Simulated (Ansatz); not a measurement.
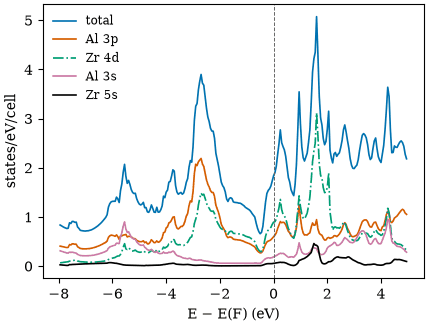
Total and projected density of states of ZrAl3 (Cu3Au type, Pm-3m), PBEsol in the plane-wave PAW code Ansatz

Which orbitals carry the states next to the Fermi level?

Within 0.5 eV of the Fermi level: Zr 4d 46 %, Al 3p 35 %, Al 3s 10 %, outside the projected shells 5 %. Projections are on Löwdin-orthogonalised atomic valence shells; empty p or d shells of many metals are not among them.

Where is the tallest occupied peak in this window, and what makes it?

Near -2.7 eV, about 3.9 states/eV per cell; the largest projected share is Al 3p.

The workflow started from a Materials Project entry (that database holds measured and hypothetical structures alike); the Crystallography Open Database copy checked does not list it. COD files the formula under space group No. 139, so this cell is another polymorph or a model. With Zr and Al taken as one species the cell has the higher symmetry Fm-3m, so it may be an ordered model of a mixed-site phase. Its standing as an ambient phase is unchecked. The PBEsol relaxation kept the symmetry of its start; of distortions, only those at the zone centre were tested. No spin polarisation was allowed. Scalar-relativistic: spin–orbit coupling is off unless named, which matters more the heavier the elements.

Potentials: the later of the program's two PAW sets.
